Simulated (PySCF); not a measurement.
C$_{7}$H$_{13}$BOSi (SMILES B1C=C(CC2CCC2)[SiH2]O1)

Input

```
{"job": {"kind": "nmr", "xc": "PBE0", "basis": "pcSseg-1"}, "charge": 0, "multiplicity": 1}
B      3.427649    -0.644176     0.920363
C      2.095036     0.078503     1.296078
C      1.349424     0.370336     0.214495
C      0.029027     1.068752     0.241492
C     -1.025711     0.312117    -0.558448
C     -1.462314    -1.022024     0.074625
C     -2.839252    -0.417927     0.392210
C     -2.461009     0.847598    -0.392422
Si     2.277700    -0.263626    -1.314822
O      3.543203    -0.826536    -0.417150
H      4.278116    -1.018122     1.633014
H      1.764820     0.343623     2.294028
H     -0.310745     1.191990     1.273666
H      0.148554     2.065619    -0.196231
H     -0.691444     0.228765    -1.595057
H     -0.876012    -1.328702     0.938621
H     -1.499848    -1.847905    -0.632379
H     -2.999050    -0.238350     1.453183
H     -3.691561    -0.969054     0.000562
H     -2.996918     0.952820    -1.333394
H     -2.541602     1.781518     0.161083
H      1.683009    -1.418866    -1.977283
H      2.794174     0.780631    -2.193218
```

Command:

```sh
OMP_NUM_THREADS=1 python probes_run.py task.json out
```

Geometry: GFN2-xTB.

Level of theory: PySCF 2.14.0, PBE0/pcSseg-1, SCF density, gas phase, non-relativistic.

Q: What can the converged electron density and electron localisation function tell about the bonding?

A: C–C (1.35 Å): ρ is about 2.2 e/Å³ halfway; the ELF peaks at about 0.90 between the atoms, as expected for a covalent bond.
B–O (1.35 Å): the density is about 2.1 e/Å³ at the midpoint; the ELF peaks at about 0.90 between the atoms; a short, strongly polar bond.
C–B (1.56 Å): the density is about 1.4 e/Å³ at the midpoint; the ELF peaks at about 1 between the atoms: a covalent bond.
Si–O (1.65 Å): the density is about 1.1 e/Å³ at the midpoint; the ELF peaks at about 0.85 between the atoms (a shared but strongly polarised pair).

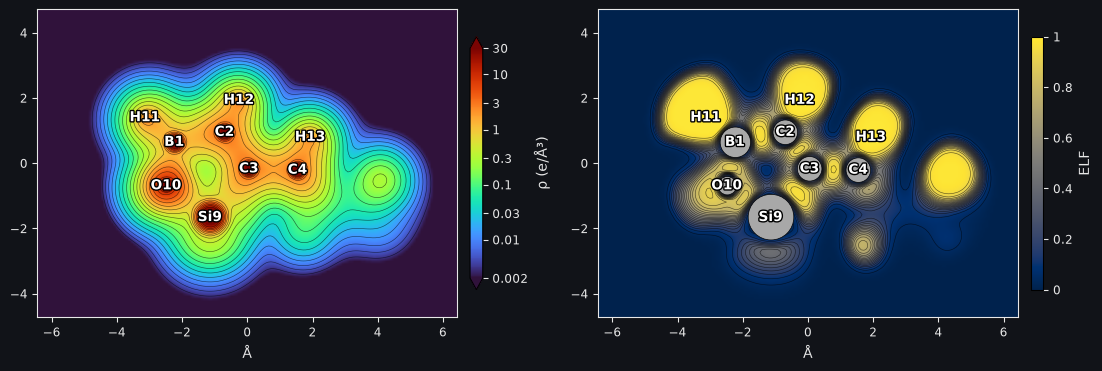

Computed electron density and electron localisation function on the plane of atoms C3, C2 and H12, in this order. Grey discs cover the atomic cores in the ELF map. 
